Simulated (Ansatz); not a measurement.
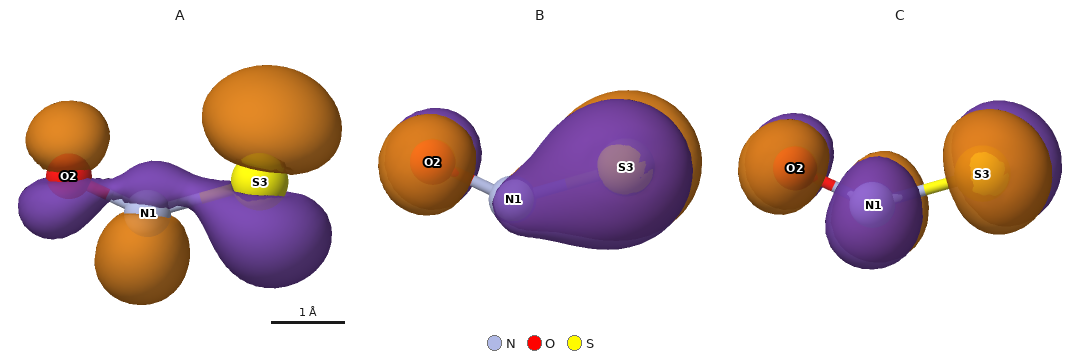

Figure. NOS (SMILES O=N[S]) (doublet). Three frontier orbitals at ±0.15 Å⁻³ᐟ² (orange and purple are the two phases), in no order.

Geometry: B3LYP/6-31G*.

Level of theory: isolated molecule in a Gaussian basis; Kohn-Sham density functional theory, functional PBE0 in Ansatz.

```
atom    x (Å)   y (Å)    z (Å)
   N  -1.2523  0.2055  -1.7721
   O  -2.4437  0.1482  -1.7182
   S  -0.0575  1.1003  -1.1816
```

Which picture is the HOMO−1, the HOMO and the LUMO? All are α orbitals.

Answer. B is the HOMO−1 (α) (−8.86 eV). By Hirshfeld shares it lies mainly on S3 (about 65 %), O2 (about 25 %) and N1 (about 10 %); it changes sign across the molecular plane (π type); π-antibonding (a node) across N1–O2. A is the HOMO (α) (−7.26 eV). By Hirshfeld shares it lies mainly on S3 (about 55 %), N1 (about 25 %) and O2 (about 20 %); it is symmetric in the molecular plane (an in-plane orbital: σ, lone-pair or in-plane π type). C is the LUMO (α) (−3.27 eV). By Hirshfeld shares it lies mainly on S3 (about 40 %), N1 (about 35 %) and O2 (about 25 %); it changes sign across the molecular plane (π type); π-antibonding (a node) across N1–O2 and N1–S3.

What is the gap between the highest occupied and lowest empty α orbitals?

Answer. 3.99 eV between the orbital energies.
